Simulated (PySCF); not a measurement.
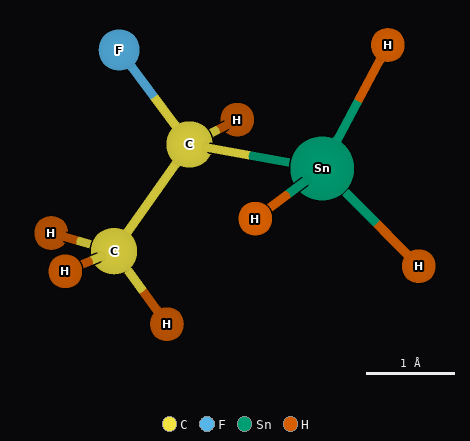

**Figure 1.** The input geometry (ball-and-stick view, seen at a tilt). Sticks mark near contacts. Bond lengths as drawn: C–C 1.51 Å, C–F 1.38 Å, C–H 1.07 to 1.12 Å, C–Sn 2.25 Å and H–Sn 1.64 to 1.67 Å.

# Geometry relaxation of C2H7FSn

System: C2H7FSn.
Method: PBE0-D3(BJ)/def2-SVP geometry optimisation, gas phase (PySCF 2.14.0).

## Log
```
step   0  E = -394.19032711  max force = 0.033823
step   1  E = -394.19436764  max force = 0.011324
step   2  E = -394.19653906  max force = 0.003079
step   3  E = -394.19672424  max force = 0.000877
step   4  E = -394.19681495  max force = 0.000838
step   5  E = -394.19682813  max force = 0.000443
optimisation converged
```

## Trajectory as extended XYZ (Å, eV, eV/Å), 6 frames, from step=0 to step=5
```
11
Properties=species:S:1:pos:R:3:forces:R:3 step=0 energy=-10726.46516
C    -1.4666   -0.3623   -0.0441   -0.6425   1.7393  -0.3617
C    -0.3962    0.6897    0.0818    0.6228  -0.1110  -0.0397
F    -0.5446    1.3437    1.2822    0.1210   0.0172   0.4410
Sn    1.6731   -0.1690   -0.0745   -1.4408   0.2401   0.5399
H    -2.4618    0.1385    0.0322    0.3184  -0.2792   0.0689
H    -1.4266   -0.8179   -1.0203    0.0837  -0.5380  -0.6382
H    -1.3923   -1.0899    0.7331    0.0880  -0.9004   0.7622
H    -0.4838    1.4765   -0.6830   -0.0580  -0.1675  -0.3141
H     1.9155   -0.7118   -1.6029    0.1499  -0.3756  -1.1677
H     2.8104    0.9455    0.3108    0.7717   0.8590   0.2775
H     1.8110   -1.4688    0.9692   -0.0142  -0.4840   0.4318
11
Properties=species:S:1:pos:R:3:forces:R:3 step=1 energy=-10726.57510
C    -1.3111    0.2839   -0.2357    0.1443  -0.4263   0.0930
C    -0.0031    1.0162   -0.1234    0.0888   0.0375  -0.0718
F     0.0162    1.7574    1.0462    0.0393  -0.0312  -0.0008
Sn    1.7704   -0.2819   -0.1151    0.4089   0.0629  -0.1679
H    -2.1545    0.9788   -0.1221   -0.1034   0.0408  -0.0215
H    -1.3781   -0.2099   -1.2213   -0.0721   0.0457   0.1112
H    -1.3840   -0.4969    0.5471   -0.1464   0.1808  -0.1734
H     0.1190    1.7222   -0.9693    0.0046  -0.0560   0.1187
H     2.0164   -0.9222   -1.7435   -0.0531   0.1745   0.5823
H     3.0735    0.8143    0.3097   -0.2875  -0.4459  -0.1294
H     1.6631   -1.5998    1.0367   -0.0234   0.4171  -0.3403
11
Properties=species:S:1:pos:R:3:forces:R:3 step=2 energy=-10726.63419
C    -1.3102    0.2707   -0.2329    0.0832  -0.0198   0.0110
C     0.0010    1.0127   -0.1209   -0.0386  -0.0875  -0.0328
F     0.0240    1.7470    1.0526   -0.0089   0.0014   0.0443
Sn    1.7834   -0.2555   -0.1268    0.0362   0.1583  -0.0862
H    -2.1553    0.9700   -0.1278   -0.0083   0.0095  -0.0263
H    -1.3879   -0.2225   -1.2144   -0.0090   0.0091  -0.0003
H    -1.4122   -0.5031    0.5444    0.0003   0.0414   0.0024
H     0.1172    1.7227   -0.9592   -0.0687   0.0184   0.0199
H     2.0275   -0.9054   -1.6946    0.0085  -0.0283  -0.0337
H     3.0978    0.7549    0.2928    0.0607  -0.0221   0.0014
H     1.6424   -1.5292    0.9960   -0.0555  -0.0804   0.1003
11
Properties=species:S:1:pos:R:3:forces:R:3 step=3 energy=-10726.63923
C    -1.3063    0.2674   -0.2327    0.0207  -0.0116  -0.0024
C    -0.0012    1.0160   -0.1200    0.0042  -0.0325  -0.0280
F     0.0181    1.7436    1.0586    0.0027  -0.0064   0.0253
Sn    1.7891   -0.2450   -0.1336   -0.0154   0.0451   0.0020
H    -2.1549    0.9638   -0.1308    0.0052   0.0016  -0.0166
H    -1.3833   -0.2257   -1.2140    0.0017  -0.0058  -0.0043
H    -1.4070   -0.5035    0.5460    0.0001   0.0044   0.0206
H     0.0996    1.7321   -0.9543   -0.0295   0.0313   0.0135
H     2.0291   -0.9081   -1.6969    0.0025  -0.0220  -0.0301
H     3.1237    0.7388    0.2862    0.0354  -0.0050   0.0012
H     1.6208   -1.5173    1.0007   -0.0277   0.0010   0.0188
11
Properties=species:S:1:pos:R:3:forces:R:3 step=4 energy=-10726.64170
C    -1.2963    0.2604   -0.2322   -0.0308   0.0007  -0.0120
C    -0.0015    1.0240   -0.1190    0.0177   0.0427  -0.0292
F     0.0147    1.7383    1.0689    0.0010  -0.0080   0.0082
Sn    1.7893   -0.2304   -0.1424    0.0126  -0.0431   0.0094
H    -2.1521    0.9490   -0.1363   -0.0002  -0.0057  -0.0033
H    -1.3678   -0.2356   -1.2125    0.0098  -0.0138   0.0023
H    -1.3908   -0.5069    0.5506    0.0040  -0.0087   0.0145
H     0.0803    1.7520   -0.9451   -0.0039   0.0207   0.0166
H     2.0195   -0.9137   -1.7020   -0.0054   0.0006   0.0073
H     3.1529    0.7160    0.2769   -0.0072   0.0014  -0.0069
H     1.5794   -1.4908    1.0025    0.0023   0.0132  -0.0069
11
Properties=species:S:1:pos:R:3:forces:R:3 step=5 energy=-10726.64206
C    -1.2931    0.2591   -0.2325   -0.0145   0.0021  -0.0091
C    -0.0018    1.0299   -0.1188    0.0184   0.0215  -0.0093
F     0.0135    1.7376    1.0733    0.0010  -0.0105  -0.0012
Sn    1.7888   -0.2289   -0.1451   -0.0127  -0.0228   0.0073
H    -2.1537    0.9419   -0.1394   -0.0002  -0.0033  -0.0012
H    -1.3595   -0.2402   -1.2116    0.0064  -0.0105   0.0041
H    -1.3826   -0.5071    0.5524    0.0019  -0.0012   0.0049
H     0.0749    1.7636   -0.9404    0.0039   0.0085   0.0119
H     2.0127   -0.9180   -1.7027   -0.0048  -0.0007   0.0035
H     3.1593    0.7084    0.2704   -0.0050   0.0065  -0.0048
H     1.5692   -1.4841    1.0036    0.0056   0.0104  -0.0061
```

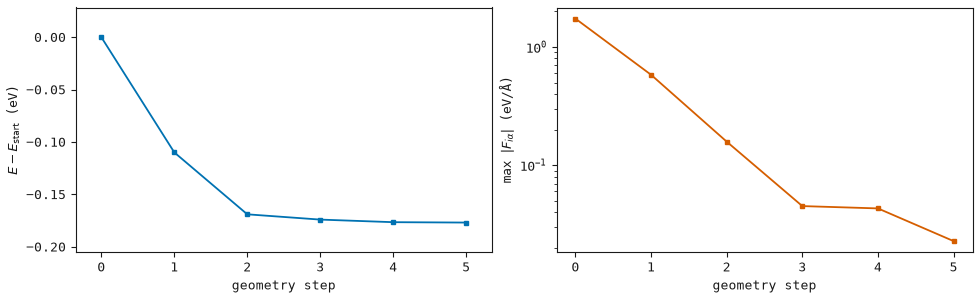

**Figure 2.** Progress of the relaxation, step by step (steps are counted from 0).

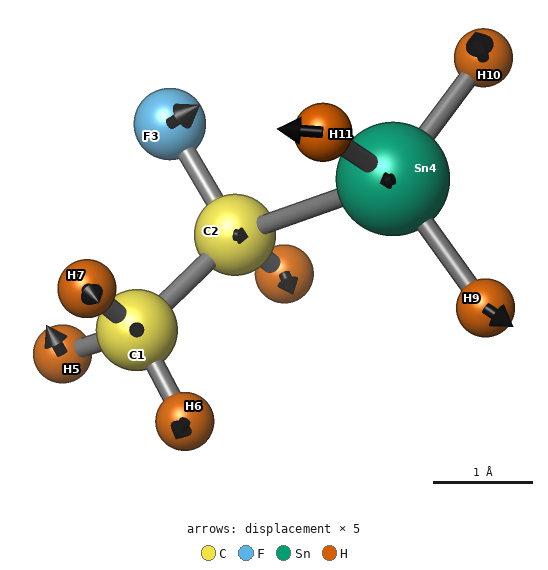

**Figure 3.** The starting structure with the displacements as black arrows, magnified 5 times (ball-and-stick view, seen at a tilt). The two geometries are laid on each other by the best rigid fit. The largest move after the best rigid fit is that of H11, 0.095 Å. By element the largest moves are H 0.095 Å, F 0.084 Å, Sn 0.032 Å, C 0.030 Å. Among the contacts that change: Sn4–H9 1.640 → 1.718 Å, Sn4–H10 1.638 → 1.712 Å, C2–Sn4 2.246 → 2.189 Å, Sn4–H11 1.673 → 1.716 Å. Among the angles that change: H6–C1–H7 111.6° → 108.3°, F3–C2–Sn4 110.0° → 107.1°, C1–C2–H8 112.6° → 110.1°. After 5 geometry steps the energy has fallen by 0.177 eV. Largest force component: 1.7 eV/Å at the start, 0.023 eV/Å at the end. (Atoms are counted from 1 in the order of the input.)

This output came from the following input.

## The input
```
{"job": {"xc": "PBE0", "basis": "def2-SVP", "d3": "d3bj", "grid": 1, "maxiter": 30, "shake": 0.01, "kind": "geom"}, "charge": 0, "multiplicity": 1}
C     -1.466630    -0.362250    -0.044140
C     -0.396250     0.689670     0.081790
F     -0.544630     1.343680     1.282250
Sn     1.673150    -0.168980    -0.074540
H     -2.461760     0.138530     0.032190
H     -1.426570    -0.817910    -1.020320
H     -1.392270    -1.089890     0.733070
H     -0.483820     1.476500    -0.683040
H      1.915460    -0.711830    -1.602920
H      2.810450     0.945450     0.310840
H      1.810980    -1.468790     0.969170
```

The first line tells a small driver script what to run in PySCF; the rest is the geometry in Å.

Launch command:
```bash
OMP_NUM_THREADS=1 python <driver script> task.json out
```

## Results in brief

| quantity | value |
| --- | --- |
| outcome | converged |
| total energy | −394.196828 hartree |
| dipole moment | 1.59 D |
| point group | C1 |
| hardware | 1 CPU thread, shared host |
| wall time | 26 s |
| peak memory | 0.43 GiB |
